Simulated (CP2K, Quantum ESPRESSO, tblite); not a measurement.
# Codes compared on random packing of 58BN-42Si3N4 (mol %) (107 atoms)

How near do other programs and methods come to a plane-wave reference for random packing of 58BN-42Si3N4 (mol %) (107 atoms)? A plane-wave run serves as the reference.

Program: Quantum ESPRESSO 7.5. Level of theory: Kohn-Sham DFT, PBE, SSSP efficiency 1.3.0 pseudopotentials, plane waves. Results are calculated unless marked as measured.

### 1. The starting structure

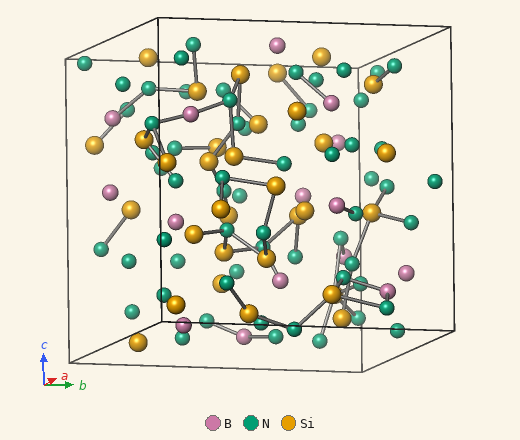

The starting structure, seen slightly off an axis (boron pink, nitrogen teal, silicon orange). Bonds to atoms that aren't drawn are left out. Some periodic images of atoms are drawn too.

The cell holds 107 atoms: 15 B, 59 N and 33 Si. Cell: a = 10.916 Å, b = 10.916 Å, c = 10.916 Å, α = 90.0°, β = 90.0°, γ = 90.0°. 107 atoms (15 B, 59 N, 33 Si) packed at random in a cube at 2.44 g/cm³ and pushed apart as soft spheres, cations and anions kept from their own kind; a start for melting by ab initio MD, not an equilibrated structure. Then every atom was moved at random, 0.02 Å r.m.s. a Cartesian component.

### 2. Plane-wave reference

pw.in

```
&control
  calculation = 'scf'
  pseudo_dir = './pseudo'
  outdir = './tmp'
  disk_io = 'none'
  tprnfor = .true.
  tstress = .true.
/
&system
  ibrav = 0
  nat = 107
  ntyp = 3
  ecutwfc = 60
  ecutrho = 480
  nosym = .true.
  occupations = 'smearing'
  smearing = 'fd'
  degauss = 0.003675
/
&electrons
  conv_thr = 5.3e-07
  electron_maxstep = 100
  mixing_beta = 0.4
  mixing_mode = 'plain'
  diagonalization = 'david'
/
ATOMIC_SPECIES
B 10.810 B.upf
N 14.007 N.upf
Si 28.085 Si.upf
CELL_PARAMETERS angstrom
10.91630 0.00000 0.00000
0.00000 10.91630 0.00000
0.00000 0.00000 10.91630
ATOMIC_POSITIONS crystal
B 0.89036 0.63844 0.41642
B 0.24689 0.08042 0.77359
B 0.17769 0.74932 0.54836
B 0.03199 0.93350 0.37449
B 0.76785 0.18187 0.71971
B 0.70470 0.68285 0.77978
B 0.72343 0.16239 0.03068
B 0.50133 0.56530 0.99298
B 0.56515 0.97601 0.24832
B 0.54115 0.19848 0.39653
B 0.46437 0.57718 0.22523
B 0.12132 0.88874 0.73494
[... 91 atom lines left out ...]
Si 0.89944 0.61494 0.12204
Si 0.17793 0.45831 0.69883
Si 0.58881 0.62438 0.43968
Si 0.53560 0.76395 0.09692
K_POINTS gamma
```

On the command line:

```
$ OMP_NUM_THREADS=1 mpirun -np 4 pw.x -in pw.in > output.txt
```

Numbers of over 12 decimals in the logs are rounded to 6 here.

The program printed:

```text
Program PWSCF
     gamma-point specific algorithms are used
     one sub-group per band group will be used
     scalapack distributed-memory algorithm (size of sub-group:  2*  2 procs)
     Parallelization info
     sticks:   dense  smooth     PW     G-vecs:    dense   smooth      PW
     Min        4058    2026    505               389909   137886   17219
     Max        4062    2028    508               389922   137892   17228
     Sum       16237    8109   2025              1559651   551561   68891
     bravais-lattice index     =            0
     lattice parameter (alat)  =      20.6288  a.u.
     unit-cell volume          =    8778.5541 (a.u.)^3
     number of atoms/cell      =          107
     number of atomic types    =            3
[... lines left out ...]
     scf convergence threshold =      5.3E-07
[... lines left out ...]
     number of k points=     1  Fermi-Dirac smearing, width (Ry)=  0.0037
[... lines left out ...]
     total energy              =   -1641.27884680 Ry
[... lines left out ...]
     total energy              =   -1635.80957490 Ry
[... lines left out ...]
     total energy              =   -1645.66289282 Ry
[... lines left out ...]
     c_bands:  1 eigenvalues not converged
[... lines left out ...]
     total energy              =   -1651.48766414 Ry
[... lines left out ...]
     total energy              =   -1651.48766418 Ry
[... lines left out ...]
          k = 0.0000 0.0000 0.0000 ( 34446 PWs)   bands (ev):
   -12.0967 -11.6810 -11.5883 -11.2447 -11.0825 -10.7788 -10.5274 -10.1269
   -10.0302  -9.8379  -9.6872  -9.6519  -9.5323  -9.4010  -9.2975  -9.2371
    -9.1928  -9.1591  -8.9558  -8.9013  -8.8729  -8.7779  -8.5948  -8.5495
[...]
7.1919   7.2343   7.2627   7.2797   7.3447   7.3865   7.4286   7.4561
     7.5182   7.5722   7.6833   7.7087   7.7886   7.8262   7.8582   7.9115
     8.0333   8.0870   8.1819
     the Fermi energy is     6.0788 ev
!    total energy              =   -1651.48766399 Ry
     estimated scf accuracy    <       0.00000028 Ry
     smearing contrib. (-TS)   =      -0.03844971 Ry
     internal energy E=F+TS    =   -1651.44921428 Ry
     The total energy is F=E-TS. E is the sum of the following terms:
     one-electron contribution =    -175.23015339 Ry
     hartree contribution      =     341.66953961 Ry
     xc contribution           =    -548.26553605 Ry
     ewald contribution        =   -1269.62306445 Ry
     convergence has been achieved in  51 iterations
     Forces acting on atoms (cartesian axes, Ry/au):
     atom    1 type  1   force =     0.01862989    0.04371167   -0.03598828
     atom    2 type  1   force =     0.07058494    0.04326396    0.11935667
     atom    3 type  1   force =    -0.01305762    0.04522163   -0.05044381
[...]
atom  106 type  3   force =     0.11327643    0.01290484   -0.01806336
     atom  107 type  3   force =     0.00184069    0.05398350    0.08265571
     Total force =     1.211203     Total SCF correction =     0.001258
     Computing stress (Cartesian axis) and pressure
          total   stress  (Ry/bohr**3)                   (kbar)     P=     -212.87
  -0.00124330   0.00011370  -0.00002209         -182.90       16.73       -3.25
   0.00011370  -0.00153776   0.00006550           16.73     -226.21        9.64
  -0.00002209   0.00006550  -0.00156022           -3.25        9.64     -229.52
     Message from routine punch:
     Nothing written, as per user request (disk_io='none')
```

Run time: 11 min. Hardware: 4 MPI ranks of Arm Neoverse V1, shared host; peak memory 4.6 GiB.

Banners, paths, timers and routine set-up lines are dropped from the logs unmarked, and long logs keep their key lines alone; longer cuts are marked.

Numbers from this run:

| Property | Result |
| --- | --- |
| r.m.s. force component | 1.738 eV/Å |
| longest force | 6.087 eV/Å |
| pressure | -21.29 GPa |

### 3. The other programs

The programs:
- CP2K 2026.2: Gaussian basis with GTH pseudopotentials and a plane-wave density; labels give functional, basis (MOLOPT sets; SR short-range, UZH the newer set with its own potentials), grid cutoff/relative cutoff and solver (OT: orbital transformation; TRS4, TC2, SIGN: linear-scaling purification with its sparsity filter), or its built-in tight binding.
- tblite 0.8.0: extended tight binding, driven from Python.

All use the same cell and atoms; the electronic-structure runs use the same k-mesh, and an electronic temperature of 580 K (0.05 eV) where levels are smeared.

Differences are against the plane-wave reference, forces as r.m.s. over components; share is that over the reference's r.m.s. force, slope the least-squares factor from reference forces to these. Total energies of different programs have different zeros and aren't compared.

| run | Δ force, r.m.s. (meV/Å) | share (%) | slope | Δ pressure (GPa) | cores | CPU time | memory (GiB) |
| --- | --- | --- | --- | --- | --- | --- | --- |
| reference | - | - | - | - | 4 | 43 min | 4.6 |
| CP2K PBE, DZVP-MOLOPT-SR, 600/50 Ry, diagonalisation | 45.3 | 2.61 | 0.991 | 0.710 | 4 | 15 min | 4.6 |
| CP2K PBE, DZVP-MOLOPT-SR, 840/50 Ry, diagonalisation | 45.2 | 2.60 | 0.991 | 0.710 | 4 | 18 min | 7.1 |
| CP2K PBE, SZV-MOLOPT-SR, 600/50 Ry, diagonalisation (coarse) | 968 | 55.7 | 0.954 | 21.7 | 2 | 8.8 min | 3.5 |
| tblite GFN1-xTB | 578 | 33.3 | 0.924 | -2.52 | 1 | 7.7 s | 0.14 |

Rows marked coarse were listed beforehand as settings not expected to be converged; some can still land near the reference.

CPU time is summed over cores on a shared host, where runs went side by side, so it is rough. Symmetry, cutoffs, thresholds, outputs and thread counts weren't matched or tuned between programs; memory under MPI is the largest rank's times the ranks.

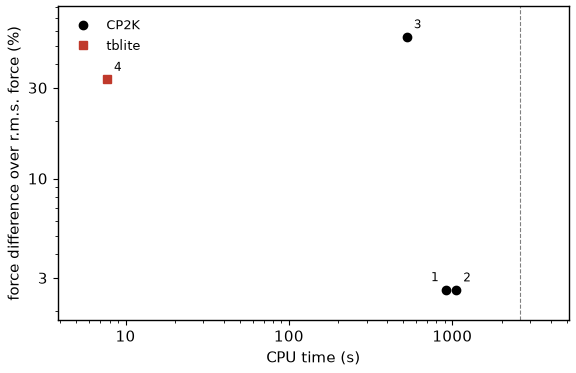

Force difference against CPU time; the dashed line marks the reference's time. Points: 1 CP2K PBE, DZVP-MOLOPT-SR, 600/50 Ry, diagonalisation; 2 CP2K PBE, DZVP-MOLOPT-SR, 840/50 Ry, diagonalisation; 3 CP2K PBE, SZV-MOLOPT-SR, 600/50 Ry, diagonalisation; 4 tblite GFN1-xTB.

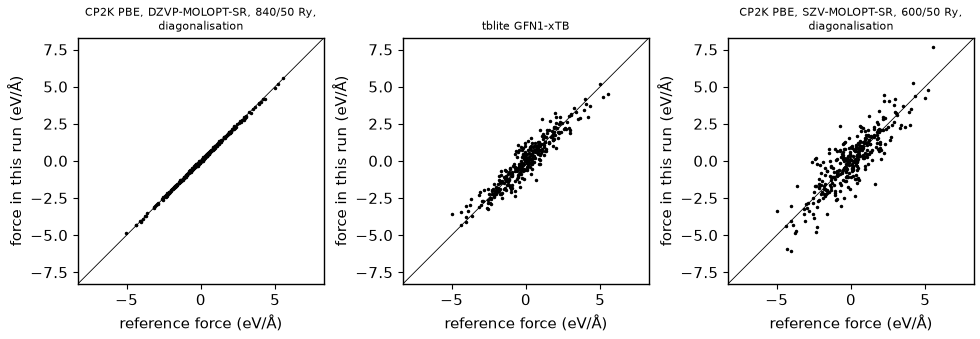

Force components against those of the reference; the line marks equality.

Mean charges by element (e), by run and scheme:

| run | scheme | B | N | Si |
| --- | --- | --- | --- | --- |
| CP2K PBE, DZVP-MOLOPT-SR, 600/50 Ry, diagonalisation | Mulliken | +0.14 | -0.23 | +0.35 |
| CP2K PBE, DZVP-MOLOPT-SR, 600/50 Ry, diagonalisation | Hirshfeld | +0.12 | -0.18 | +0.26 |
| CP2K PBE, DZVP-MOLOPT-SR, 840/50 Ry, diagonalisation | Mulliken | +0.14 | -0.23 | +0.35 |
| CP2K PBE, DZVP-MOLOPT-SR, 840/50 Ry, diagonalisation | Hirshfeld | +0.12 | -0.18 | +0.26 |
| tblite GFN1-xTB | Mulliken | +0.35 | -0.22 | +0.24 |

Within one program, basis, potentials and functional, energies share a zero. Each run against its twin at the usual cutoff or grid and solver:

```csv
run,twin,Δ energy (meV/atom),"Δ force, r.m.s. (meV/Å)",CPU time over the twin's
"CP2K PBE, DZVP-MOLOPT-SR, 840/50 Ry, diagonalisation","DZVP-MOLOPT-SR, 600/50 Ry, diagonalisation",5.0e-4,2.23,1.2
```

A second geometry, displaced anew (every atom was moved at random, 0.04 Å r.m.s. a Cartesian component), gives an energy difference that all programs can be tested on. The reference puts it at 11.84 meV/atom.

| run | energy less the first geometry's (meV/atom) | error (meV/atom) | force share at the second geometry (%) |
| --- | --- | --- | --- |
| CP2K PBE, DZVP-MOLOPT-SR, 600/50 Ry, diagonalisation | 11.56 | -0.277 | 2.81 |
| CP2K PBE, DZVP-MOLOPT-SR, 840/50 Ry, diagonalisation | 11.56 | -0.275 | 2.81 |
| CP2K PBE, SZV-MOLOPT-SR, 600/50 Ry, diagonalisation | 19.43 | 7.59 | 58.9 |

### 4. What came out

| Property | Result |
| --- | --- |
| reference r.m.s. force component | 1.74 eV/Å |
| nearest in forces | a tie at 2.6 % of 2 runs: CP2K PBE, DZVP-MOLOPT-SR, 600/50 Ry, diagonalisation; CP2K PBE, DZVP-MOLOPT-SR, 840/50 Ry, diagonalisation |
| farthest in forces | CP2K PBE, SZV-MOLOPT-SR, 600/50 Ry, diagonalisation (coarse), 56 % |
| cheapest electronic-structure run beside the reference | tblite GFN1-xTB, 7.7 s of CPU time |

**Reading.** The PBE runs in local orbitals, coarse settings apart, differ by 2.6 % in each run; basis, grid and potentials can all enter. Tight binding differs by 33 % (tblite GFN1-xTB); it is another model, with fitted parameters of its own, and the xTB methods hold dispersion. Runs with settings chosen to be coarse differ by 56 % (CP2K PBE, SZV-MOLOPT-SR, 600/50 Ry, diagonalisation), their programs' other errors included. Of the electronic-structure runs that take under half the reference's CPU time, CP2K PBE, DZVP-MOLOPT-SR, 840/50 Ry, diagonalisation is among the nearest, at 2.6 % in 18 min against 43 min. In pressure, CP2K PBE, SZV-MOLOPT-SR, 600/50 Ry, diagonalisation misses by +21.7 GPa, at the same functional. Charges hang on model, scheme and program or settings: among these rows the mean for B runs from +0.12 to +0.35 e. The energy difference between the two geometries, 11.8 meV/atom in the reference, is met best by CP2K PBE, DZVP-MOLOPT-SR, 600/50 Ry, diagonalisation (-0.277) and CP2K PBE, DZVP-MOLOPT-SR, 840/50 Ry, diagonalisation (-0.275) and worst by CP2K PBE, SZV-MOLOPT-SR, 600/50 Ry, diagonalisation (coarse) (+7.59). In the reference: levels near the Fermi energy are neither full nor empty under the smearing, so no gap is quoted. Periodic xTB results under one method name differ between programs and library versions. The reference's pressure holds the uncorrected Pulay stress of its 60 Ry basis, so small pressure differences, and their order, may be the reference's own error. The reference's stress is far from hydrostatic: its diagonal is -18.3, -22.6, -23.0 GPa, compression counted positive. The reference's pressure of -21 GPa says that the cell would shrink at this level of theory. The electronic-structure runs sample only Γ, in a cell whose shortest periodic width is 11 Å, which is coarse for a cell with partly filled levels.

[Also dropped from logs without a mark: logging warnings of Python, and SIESTA's first energy breakdown and zero terms.]

[Logs are printed without paths, hosts, clocks, repeated set-up lines and the standing remarks that a program may print on its own settings, such as how far it seeks lower states.]

[Hosts, paths, dates, database ids (printed as entryN), source tags and the programs' standing remarks are cut or masked in the printed files.]
